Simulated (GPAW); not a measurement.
Run report: SiPH2SCl, calculation of the molecule and its ions

The run: calculation of the molecule and its ions of SiPH2SCl. Method and program: RPBE/real-space grid, scalar-relativistic datasets (GPAW 26.7.0).

The geometry comes from this level: GFN2-xTB.

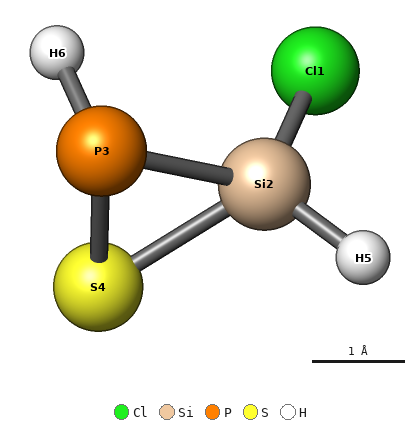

*The input geometry (ball-and-stick view, seen at a tilt; atoms are numbered from 1 in the order of the input).*

The input (ipea.py)
```python
from ase.io import read
from gpaw import GPAW

molecule = read('mol.xyz')
molecule.center(vacuum=4.5)

energies = {}
for name, charge, unpaired in [('neutral', 0, 0), ('oxidised', 1, 1)]:
    molecule.set_initial_magnetic_moments([unpaired / len(molecule)] * len(molecule))
    calc = GPAW(mode='fd',
                xc='RPBE',
                maxiter=100,
                h=0.18,
                occupations={'name': 'fermi-dirac', 'width': 0.0, 'fixmagmom': unpaired > 0},
                symmetry='off',
                charge=charge,
                txt=f'{name}.txt')
    molecule.calc = calc
    energies[name] = molecule.get_potential_energy()
    print(f'{name:10} {energies[name]:12.5f} eV')

ip = energies['oxidised'] - energies['neutral']
print(f'Vertical IP = {ip:.3f} eV')
```

File mol.xyz
```
6

Cl    -1.742050     0.974420    -1.097560
Si     0.064600     0.202220    -0.703380
P      0.865680    -0.052660     1.361770
S      0.134930    -1.733780     0.221720
H      1.021650     0.345040    -1.779430
H     -0.344810     0.264760     1.996880
```

Launch command:
```bash
python3 ipea.py
```

The program's output
```
neutral       -23.83569 eV
oxidised      -15.07826 eV
Vertical IP = 8.757 eV
```

Summary

```tsv
quantity	value
outcome	converged
ionisation energy	8.76 eV
hardware	1 thread of Arm Neoverse V2, 24 GiB of memory available, shared host
wall time	72 s
peak memory	1.5 GiB
```
